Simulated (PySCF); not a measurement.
Input file:

```
{"job": {"kind": "epr", "basis": "pcH-1"}, "charge": 0, "multiplicity": 2}
C     -3.032169    -0.381685    -0.356490
C     -1.814213    -0.909466    -0.353333
C     -0.605889    -0.145826    -0.087925
C     -0.592004     1.211280     0.134212
C      0.514152     1.960268     0.384473
C      1.745557     1.308703     0.428290
C      1.793469    -0.062715     0.215515
S      3.377811    -0.858638     0.284328
C      0.641347    -0.786624    -0.041306
H     -3.183188     0.666363    -0.156836
H     -3.909402    -0.973713    -0.551595
H     -1.671296    -1.963926    -0.551810
H      0.462502     3.026108     0.546574
H      2.652014     1.861585     0.623294
H      2.928618    -2.087599     0.035187
H      0.685092    -1.855171    -0.204942
```

Run with:

```sh
OMP_NUM_THREADS=1 python probes_run.py task.json out
```

Geometry: GFN2-xTB.

Method: UKS B3LYP, pcH-1 on C H S, non-relativistic, mean-field spin-orbit, GIAO in PySCF 2.14.0, density-fitted response routines.

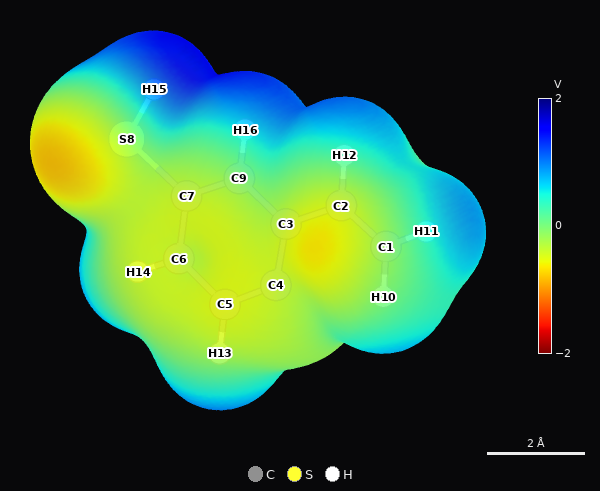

C$_{8}$H$_{7}$S (doublet). The electrostatic potential painted on the density surface at 0.002 e/bohr³, seen at a tilt; red is negative and blue positive.

Q: Which sites attract a positive test charge, and which a negative one?

A: A positive charge is drawn to the negative regions and a negative charge to the positive ones. The most negative region (about −0.8 V) lies over S8, the most positive (about +1.6 V) over H15 and H16.
